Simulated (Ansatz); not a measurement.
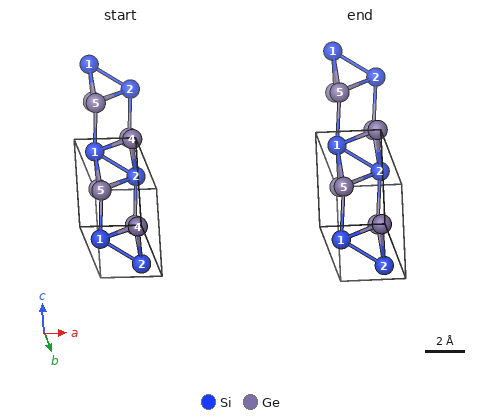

The structure of solid SiGe2 (a generated structure, set up in I4/mcm) (coarse preliminary run) before (left) and after (right) a relaxation, at one scale.

Style: ball-and-stick. Shown: the cell of the calculation, repeated 1 × 1 × 2 with one cell outlined, from a free direction.

These are results of Ansatz 0.2.0, DFT PBE, scalar-relativistic, plane waves, PAW, not measurements. Set-up: plane-wave cutoff 420 eV; k-point mesh 4 × 4 × 4; occupations gaussian; smearing width 0.1 eV; no spin polarisation; cell and atoms relaxed; force threshold 0.04 eV/Å; at most 70 steps.

**Summarise the run.**

The largest moves relative to the cell, 0.080 Å, are those of Ge atoms. Si stays in place. The volume changes by +24.4 %, with a = b = c 4.876 → 5.261 Å (+7.9 %), α 105.6° → 104.6°, β 105.6° → 104.6°, γ 117.5° → 119.7°. Near-neighbour distances that change, for instance: Ge–Si 2.562 → 2.793 Å, Si–Si 2.529 → 2.643 Å, Ge–Ge 2.597 → 2.675 Å. Among the angles between lasting bonds that change: Si–Ge–Si 144.3° → 140.8°, Si–Ge–Si 59.2° → 56.5°. The space group stays I4/mcm (No. 140). The energy falls by 1.473 eV per cell of the calculation in 3 accepted moves (4 points after the start). The largest force component goes from 0.51 to 0.0055 eV/Å. Pressure: 24.92 GPa at the start and 0.16 GPa at the end. The SCF was repeated once at an unchanged geometry on a basis and grid sized afresh for the cell, which shifted the energy by 18.9 meV per cell of the calculation at most. Cost: 17 s on 1 thread of Arm Neoverse V1, on a shared host, peak memory 0.38 GiB.
